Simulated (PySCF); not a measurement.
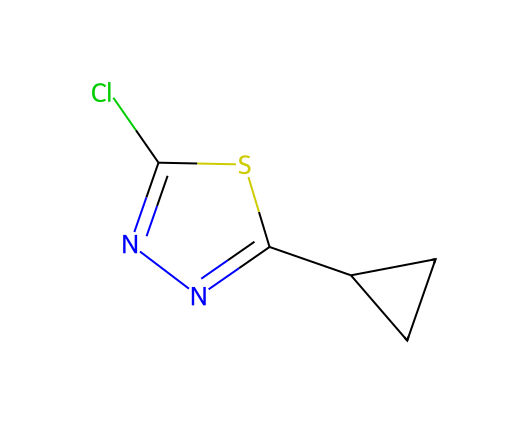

Source: calculation with PySCF.

A structural formula.

Give its SMILES.

Answer. Clc1nnc(C2CC2)s1

Give the formula, hydrogens included.

Answer. C5H5ClN2S.
